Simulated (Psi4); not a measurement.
H₂ (charge +1): geometry relaxation (part 4 of 4)

The same run, continued: H₂ (Hydrogen cation), charge +1, multiplicity 2; tau-HCTHh/def2-QZVPP, UKS (Psi4 1.11). The geometry comes from this level: GFN2-xTB.

**Trajectory as extended XYZ (Å, eV, eV/Å), 5 frames, from step=0 to step=4**
```
2
Properties=species:S:1:pos:R:3:forces:R:3 step=0 energy=-16.80780
H     0.0000    0.0000    0.0000    0.0000   0.0000  -0.7777
H     0.0000    0.0000    1.0269    0.0000   0.0000   0.7777
2
Properties=species:S:1:pos:R:3:forces:R:3 step=1 energy=-16.83294
H     0.0000    0.0000   -0.0239    0.0000   0.0000  -0.2946
H     0.0000    0.0000    1.0508    0.0000   0.0000   0.2946
2
Properties=species:S:1:pos:R:3:forces:R:3 step=2 energy=-16.83788
H     0.0000    0.0000   -0.0384    0.0000   0.0000  -0.0518
H     0.0000    0.0000    1.0653    0.0000   0.0000   0.0518
2
Properties=species:S:1:pos:R:3:forces:R:3 step=3 energy=-16.83805
H     0.0000    0.0000   -0.0411    0.0000   0.0000  -0.0098
H     0.0000    0.0000    1.0680    0.0000   0.0000   0.0098
2
Properties=species:S:1:pos:R:3:forces:R:3 step=4 energy=-16.83806
H     0.0000    0.0000   -0.0416    0.0000   0.0000  -0.0019
H     0.0000    0.0000    1.0685    0.0000   0.0000   0.0019
```

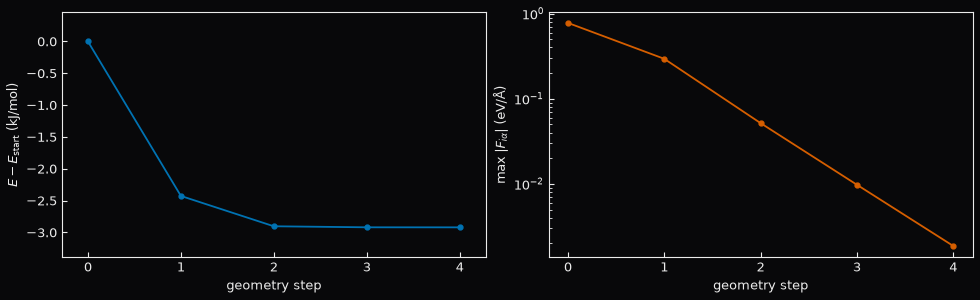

**Figure 1.** Progress of the relaxation, step by step (steps are counted from 0).

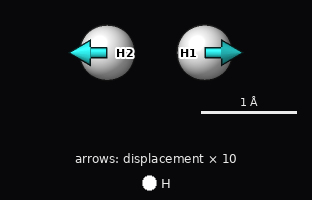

**Figure 2.** The starting structure with the displacements as teal arrows, magnified 10 times (ball-and-stick view, seen at a tilt). The two geometries are laid on each other by the best rigid fit. The energy falls by 2.92 kJ/mol in 4 geometry steps. Largest force component: 0.78 eV/Å at the start, 0.0019 eV/Å at the end. The largest moves after the best rigid fit, 0.042 Å, are those of H1 and H2. (Atoms are counted from 1 in the order of the input.)

The run was set up as follows.

**The input (calc.inp)**
```
memory 1.6 GB

molecule {
  1 2
  H      0.000000     0.000000     0.000000
  H      0.000000     0.000000     1.026910
  no_reorient
  no_com
}

set {
  reference     uks
  scf_type      df
  geom_maxiter  50
  g_convergence cfour
  guess         gwh
  maxiter       100
}

opt("t-hcthh/def2-QZVPP")
print_variables()
```

Launch command:
```bash
psi4 calc.inp calc.out -n 1
```

**Results in brief**

- outcome: converged
- total energy: −0.618787 hartree
- basis functions: 60
- ⟨S²⟩: 0.750
- hardware: 1 thread of Intel Xeon (Sapphire Rapids), 16 GiB of memory available, shared host
- wall time: 9.9 s
- peak memory: 0.42 GiB

Settings chosen away from the usual ones: guess set to gwh.
